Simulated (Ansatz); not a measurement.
Geometry relaxation of C2H6AlFO2 (part 1 of 2)

The run: geometry relaxation of C2H6AlFO2, SMILES COC(F)[O][AlH2]. Method and program: RKS PBE-D4/def2-SVP (Ansatz 0.2.0).

The geometry: force-field start. Figures and captions count atoms from 1; the log counts them from 0 in places.

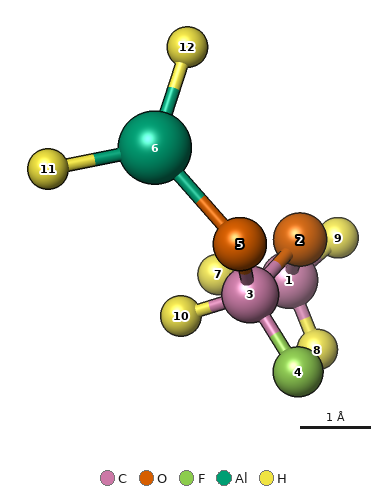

**Figure 1.** The starting structure (ball-and-stick view, seen at a tilt; atoms are numbered from 1 in the order of the input). Sticks mark near contacts. Bond lengths as drawn: Al–H 1.59 to 1.60 Å, Al–O 1.85 Å, C–F 1.32 Å, C–H 1.07 to 1.14 Å and C–O 1.39 to 1.47 Å.

## Key numbers

- outcome: converged
- total energy: −15558.6760 eV
- mean-field energy: −15558.4363 eV
- dispersion energy: −0.2397 eV
- SCF solution under orbital rotations: stable
- largest force (length of the vector) at the end: 0.030 eV/Å
- dipole moment: 3.60 D
- hardware: 4 threads of Arm Neoverse N1, 23 GiB of memory available, shared host
- wall time: 62 s (CPU time 3.8 min)
- peak memory: 0.16 GiB

## The input
```yaml
crystal:
  periodic: [false, false, false]
  atoms:
    - {symbol: C, position_ang: [0.915400, -0.097000, 1.687600]}
    - {symbol: O, position_ang: [0.008900, 0.622800, 0.780700]}
    - {symbol: C, position_ang: [-0.875800, -0.299400, 0.125100]}
    - {symbol: F, position_ang: [-1.751500, -0.693400, 1.023900]}
    - {symbol: O, position_ang: [-1.476400, 0.316400, -0.967600]}
    - {symbol: Al, position_ang: [-0.297900, 0.585000, -2.367900]}
    - {symbol: H, position_ang: [1.589800, -0.722900, 1.132000]}
    - {symbol: H, position_ang: [0.329700, -0.606600, 2.430600]}
    - {symbol: H, position_ang: [1.485400, 0.715200, 2.256500]}
    - {symbol: H, position_ang: [-0.300700, -1.218300, -0.177000]}
    - {symbol: H, position_ang: [-0.140800, -0.570600, -3.450800]}
    - {symbol: H, position_ang: [0.591000, 1.913400, -2.439200]}
basis:
  gaussian: {orbitals: def2-SVP}
hamiltonian: {xc: pbe, dispersion: d4}
relax: {f_tol: 0.03, max_steps: 200}
```

Launched with:
```bash
ansatz run in.yaml --threads 4 --pin off --events-out ev --progress --plain --max-ram 10444MiB
```

## The program's output
```
Functional definition: PBE
  name "PBE"
  cite "Perdew, Burke & Ernzerhof, Phys. Rev. Lett. 77, 3865 (1996) doi:10.1103/PhysRevLett.77.3865"
  parent pbe
  parameter kappa = 0.804
  parameter beta = 0.06672455060314922
  exchange = pbe_x(kappa = kappa, mu = beta*pi^2/3)
  correlation = pbe_c(beta = beta)
1291 factors; their error is unknown
mean field evaluation 1: about -15548.9195 eV, gradient 6.4e1 eV
mean field evaluation 2: about -15484.3155 eV, gradient 1.6e2 eV
mean field evaluation 4: about -15557.0548 eV, gradient 1.1e1 eV
mean field evaluation 8: about -15557.3512 eV, gradient 3.3e-1 eV
mean field evaluation 16: about -15557.2886 eV, gradient 7.9e-4 eV
mean field -15557.28855068 eV, -571.7198091287 hartree, gradient 3.6e-5 eV, S^2 0.000000; 0 other end points of the search recorded, 0 dependent functions left out
the calculation of the forces begins
reference -15557.28859344 eV, -571.7198107000 hartree; 28, 28 occupied and 90, 90 virtual orbitals, 1291 factors
relax step   1: F+E_penalty+E_count = -15557.50698721 eV  Δ(F+E_penalty+E_count) = +0.000e0 eV  max|allowed force component| = 3.227e0 eV/Å  Δτ_max = 0.0000 Å  (30 SCF iters, accepted)
these checks for a lower state are left out or cut short: starts, cluster_reference, orbital_swaps, neighbouring_geometries, increment
1291 factors; their error is unknown
mean field -15557.59804441 eV, -571.7311828132 hartree, gradient 7.1e-6 eV, S^2 0.000000; 0 other end points of the search recorded, 0 dependent functions left out
[... from here on the field's lines of each further geometry are left out, up to the last ...]
relax step   2: F+E_penalty+E_count = -15557.81765928 eV  Δ(F+E_penalty+E_count) = -3.107e-1 eV  max|allowed force component| = 1.327e0 eV/Å  Δτ_max = 0.1249 Å  (30 SCF iters, accepted)
relax step   3: F+E_penalty+E_count = -15557.96773815 eV  Δ(F+E_penalty+E_count) = -1.501e-1 eV  max|allowed force component| = 6.068e-1 eV/Å  Δτ_max = 0.1940 Å  (35 SCF iters, accepted)
relax step   4: F+E_penalty+E_count = -15558.04290422 eV  Δ(F+E_penalty+E_count) = -7.517e-2 eV  max|allowed force component| = 5.129e-1 eV/Å  Δτ_max = 0.1999 Å  (29 SCF iters, accepted)
relax step   5: F+E_penalty+E_count = -15558.12448169 eV  Δ(F+E_penalty+E_count) = -8.158e-2 eV  max|allowed force component| = 2.630e-1 eV/Å  Δτ_max = 0.1985 Å  (29 SCF iters, accepted)
relax step   6: F+E_penalty+E_count = -15558.20468148 eV  Δ(F+E_penalty+E_count) = -8.020e-2 eV  max|allowed force component| = 2.365e-1 eV/Å  Δτ_max = 0.1952 Å  (29 SCF iters, accepted)
relax step   7: F+E_penalty+E_count = -15558.30793595 eV  Δ(F+E_penalty+E_count) = -1.033e-1 eV  max|allowed force component| = 2.993e-1 eV/Å  Δτ_max = 0.1951 Å  (29 SCF iters, accepted)
relax step   8: F+E_penalty+E_count = -15558.42742616 eV  Δ(F+E_penalty+E_count) = -1.195e-1 eV  max|allowed force component| = 3.472e-1 eV/Å  Δτ_max = 0.1955 Å  (30 SCF iters, accepted)
relax step   9: F+E_penalty+E_count = -15558.55370027 eV  Δ(F+E_penalty+E_count) = -1.263e-1 eV  max|allowed force component| = 6.651e-1 eV/Å  Δτ_max = 0.1947 Å  (36 SCF iters, accepted)
relax step  10: F+E_penalty+E_count = -15558.61479433 eV  Δ(F+E_penalty+E_count) = -6.109e-2 eV  max|allowed force component| = 4.654e-1 eV/Å  Δτ_max = 0.1950 Å  (30 SCF iters, accepted)
relax step  11: F+E_penalty+E_count = -15558.62432609 eV  Δ(F+E_penalty+E_count) = -9.532e-3 eV  max|allowed force component| = 1.360e0 eV/Å  Δτ_max = 0.2000 Å  (30 SCF iters, accepted)
relax step  12: F+E_penalty+E_count = -15558.64691345 eV  Δ(F+E_penalty+E_count) = -2.259e-2 eV  max|allowed force component| = 2.389e-1 eV/Å  Δτ_max = 0.0507 Å  (29 SCF iters, accepted)
relax step  13: F+E_penalty+E_count = -15558.64996421 eV  Δ(F+E_penalty+E_count) = -3.051e-3 eV  max|allowed force component| = 1.828e-1 eV/Å  Δτ_max = 0.0731 Å  (30 SCF iters, accepted)
relax step  14: F+E_penalty+E_count = -15558.65307726 eV  Δ(F+E_penalty+E_count) = -3.113e-3 eV  max|allowed force component| = 6.162e-2 eV/Å  Δτ_max = 0.0281 Å  (30 SCF iters, accepted)
relax step  15: F+E_penalty+E_count = -15558.65452537 eV  Δ(F+E_penalty+E_count) = -1.448e-3 eV  max|allowed force component| = 3.695e-2 eV/Å  Δτ_max = 0.0242 Å  (30 SCF iters, accepted)
relax step  16: F+E_penalty+E_count = -15558.65235467 eV  Δ(F+E_penalty+E_count) = +2.171e-3 eV  max|allowed force component| = 3.865e-1 eV/Å  Δτ_max = 0.1955 Å  (35 SCF iters, rejected (line search))
relax step  17: F+E_penalty+E_count = -15558.65948636 eV  Δ(F+E_penalty+E_count) = -4.961e-3 eV  max|allowed force component| = 4.934e-2 eV/Å  Δτ_max = 0.0963 Å  (30 SCF iters, accepted)
relax step  18: F+E_penalty+E_count = -15558.66260398 eV  Δ(F+E_penalty+E_count) = -3.118e-3 eV  max|allowed force component| = 1.812e-1 eV/Å  Δτ_max = 0.0975 Å  (30 SCF iters, accepted)
relax step  19: F+E_penalty+E_count = -15558.66530761 eV  Δ(F+E_penalty+E_count) = -2.704e-3 eV  max|allowed force component| = 1.541e-1 eV/Å  Δτ_max = 0.0530 Å  (29 SCF iters, accepted)
relax step  20: F+E_penalty+E_count = -15558.66730431 eV  Δ(F+E_penalty+E_count) = -1.997e-3 eV  max|allowed force component| = 2.551e-1 eV/Å  Δτ_max = 0.1430 Å  (29 SCF iters, accepted)
relax step  21: F+E_penalty+E_count = -15558.66681691 eV  Δ(F+E_penalty+E_count) = +4.874e-4 eV  max|allowed force component| = 3.719e-1 eV/Å  Δτ_max = 0.2000 Å  (29 SCF iters, rejected (line search))
relax step  22: F+E_penalty+E_count = -15558.67348165 eV  Δ(F+E_penalty+E_count) = -6.177e-3 eV  max|allowed force component| = 1.368e-1 eV/Å  Δτ_max = 0.0954 Å  (30 SCF iters, accepted)
relax step  23: F+E_penalty+E_count = -15558.67440129 eV  Δ(F+E_penalty+E_count) = -9.196e-4 eV  max|allowed force component| = 1.116e-1 eV/Å  Δτ_max = 0.0916 Å  (29 SCF iters, accepted)
relax step  24: F+E_penalty+E_count = -15558.67566951 eV  Δ(F+E_penalty+E_count) = -1.268e-3 eV  max|allowed force component| = 3.647e-2 eV/Å  Δτ_max = 0.0194 Å  (30 SCF iters, accepted)
the calculation of the forces begins
reference -15558.43629137 eV, -571.7619878209 hartree; 28, 28 occupied and 90, 90 virtual orbitals, 1291 factors
relax step  25: F+E_penalty+E_count = -15558.67595455 eV  Δ(F+E_penalty+E_count) = -2.850e-4 eV  max|allowed force component| = 2.449e-2 eV/Å  Δτ_max = 0.0178 Å  (31 SCF iters, accepted)
1291 factors; their error is unknown
mean field evaluation 192: about -15558.5017 eV, gradient 1.8e-1 eV
```

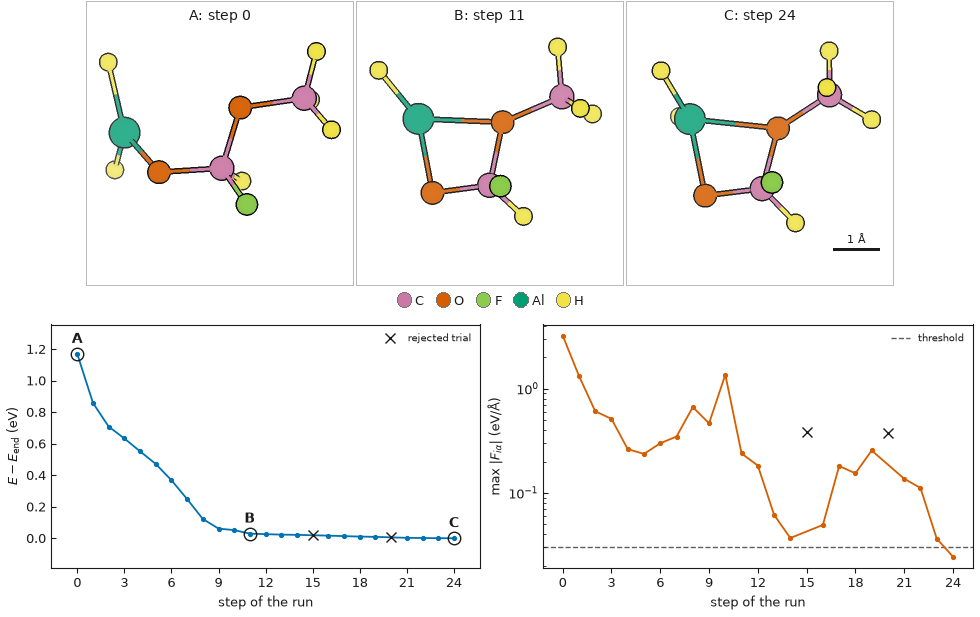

**Figure 2.** Frames of the relaxation (ball-and-stick view, seen at a tilt) above the curves, on which the letters mark them (the first geometry is step 0 here and step 1 in the log).

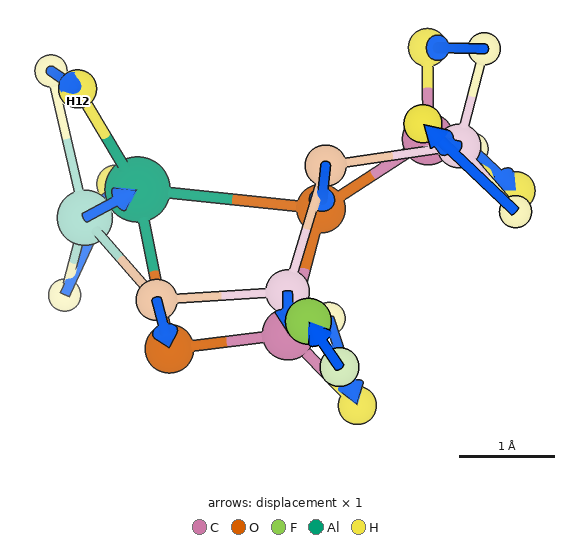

**Figure 3.** Start (faint) and end (solid) with the displacements as blue arrows, at true length (ball-and-stick view, seen at a tilt). The two geometries are laid on each other by the best rigid fit. H8 moves most after the best rigid fit: 1.38 Å. By element the largest moves are H 1.38 Å, O 1.18 Å, Al 0.70 Å, F 0.68 Å, C 0.47 Å. Distances before and after: O2–Al6 3.164 → 1.997 Å, C3–O5 1.391 → 1.314 Å, C3–F4 1.315 → 1.383 Å, O2–C3 1.436 → 1.504 Å. New bonds form: O2–Al6 (3.16 → 2.00 Å). Among the angles that change: C3–O5–Al6 112.6° → 99.3°, C1–O2–C3 110.3° → 120.7°, O2–C3–O5 109.9° → 102.8°. Over 24 geometry steps the energy falls by 1.169 eV. The largest force component goes from 3.2 to 0.024 eV/Å. The line search rejected the trial steps at points 15, 20 (counted from 0) and went back. (Atoms are counted from 1 in the order of the input.)

```
mean field -15558.43624876 eV, -571.7619862551 hartree, gradient 1.6e-5 eV, S^2 0.000000; 1 other end points of the search recorded, 0 dependent functions left out
the calculation of the forces begins
reference -15558.43629137 eV, -571.7619878209 hartree; 28, 28 occupied and 90, 90 virtual orbitals, 1291 factors
Total energy: -15558.67599716 eV, -571.7707968463 hartree
Atom 0 at     0.990599    -0.031949     1.280338 Å, force    -0.005443     0.003770     0.012819 eV/Å
Atom 1 at     0.327883    -0.218242     0.025520 Å, force     0.009776    -0.002769     0.006996 eV/Å
Atom 2 at    -1.093083    -0.707897    -0.025953 Å, force     0.015448    -0.004042     0.022966 eV/Å
Atom 3 at    -1.754805    -0.059887     1.001291 Å, force    -0.005134    -0.001009    -0.004992 eV/Å
Atom 4 at    -1.477271    -0.357027    -1.232177 Å, force    -0.005211     0.000885    -0.004051 eV/Å
Atom 5 at    -0.041204     0.703865    -1.706863 Å, force     0.003163     0.005670    -0.000761 eV/Å
Atom 6 at     1.135022    -1.013816     1.778110 Å, force    -0.007321     0.024487    -0.014428 eV/Å
Atom 7 at     0.404924     0.642177     1.937192 Å, force     0.015730    -0.017658    -0.018693 eV/Å
Atom 8 at     1.978797     0.414246     1.061524 Å, force    -0.014440    -0.008834     0.005295 eV/Å
Atom 9 at    -1.095982    -1.797465     0.221045 Å, force    -0.004381     0.001012    -0.004441 eV/Å
Atom 10 at     0.880430     0.096265    -2.858664 Å, force    -0.002397     0.001289     0.000261 eV/Å
Atom 11 at    -0.178210     2.274330    -1.447463 Å, force     0.000210    -0.002801    -0.000971 eV/Å
Dipole moment:     0.448341    -0.228496     0.554936 e Å
```

## Trajectory as extended XYZ (Å, eV, eV/Å), 18 of the 25 frames kept, from step=1 to step=25
```
12
Properties=species:S:1:pos:R:3:forces:R:3 step=1 energy=-15557.50699
C     0.9154   -0.0970    1.6876   -0.6005   3.2267  -0.0198
O     0.0089    0.6228    0.7807    0.5524  -1.0037  -0.3000
C    -0.8758   -0.2994    0.1251    1.5054   1.2721  -1.2727
F    -1.7515   -0.6934    1.0239   -1.9468  -0.5926   1.0888
O    -1.4764    0.3164   -0.9676    1.4176  -0.2116  -0.1728
Al   -0.2979    0.5850   -2.3679   -0.6615   0.1039   1.1615
H     1.5898   -0.7229    1.1320    0.7737  -0.8690  -0.4546
H     0.3297   -0.6066    2.4306   -0.5115  -0.9575   0.7029
H     1.4854    0.7152    2.2565   -0.3479  -0.7635  -0.7090
H    -0.3007   -1.2183   -0.1770    0.1516  -0.0973  -0.0552
H    -0.1408   -0.5706   -3.4508   -0.1219  -0.0857   0.0332
H     0.5910    1.9134   -2.4392   -0.2106  -0.0218  -0.0023
12
Properties=species:S:1:pos:R:3:forces:R:3 step=2 energy=-15557.81766
C     0.9111   -0.0789    1.6896   -0.2651   1.3270  -0.4466
O     0.0731    0.5741    0.6944    0.2402  -0.9247   0.1729
C    -0.8552   -0.3359    0.1071    0.6753   0.8858  -0.8748
F    -1.7996   -0.6538    1.0110   -0.7351  -0.1809   0.5164
O    -1.4176    0.2843   -0.9854    0.9384  -0.2178  -0.0893
Al   -0.2546    0.6171   -2.3315   -0.6292   0.0488   0.6345
H     1.5996   -0.7956    1.2049    0.1230  -0.2512   0.0478
H     0.2900   -0.5588    2.4605   -0.1127  -0.2803   0.1599
H     1.5006    0.7381    2.1784   -0.1487  -0.3441  -0.2274
H    -0.3199   -1.2937   -0.1646   -0.0654  -0.0220   0.1178
H    -0.1651   -0.5643   -3.4004    0.0817   0.0201   0.0129
H     0.5149    2.0120   -2.4302   -0.1025  -0.0606  -0.0243
12
Properties=species:S:1:pos:R:3:forces:R:3 step=4 energy=-15558.04290
C     0.9461   -0.0872    1.6551   -0.0987  -0.5129  -0.2500
O     0.1874    0.4099    0.5467   -0.0048  -0.1315   0.0583
C    -0.8805   -0.3996    0.0900   -0.0115  -0.1486   0.0424
F    -1.8809   -0.4722    1.0459    0.3031   0.0941  -0.0620
O    -1.3670    0.1781   -1.0325    0.0898  -0.1065   0.1091
Al   -0.2460    0.6909   -2.2873    0.0870   0.0367  -0.0172
H     1.5951   -0.9641    1.3540   -0.2695   0.3741   0.1283
H     0.2834   -0.4147    2.4949    0.1045   0.1575  -0.2086
H     1.5936    0.7414    1.9963   -0.0019  -0.0161   0.0078
H    -0.5160   -1.4630   -0.0643   -0.1476   0.2242   0.1078
H     0.1332   -0.4796   -3.3126    0.0684   0.0719   0.0564
H     0.2288    2.2047   -2.4524   -0.1189  -0.0429   0.0277
```
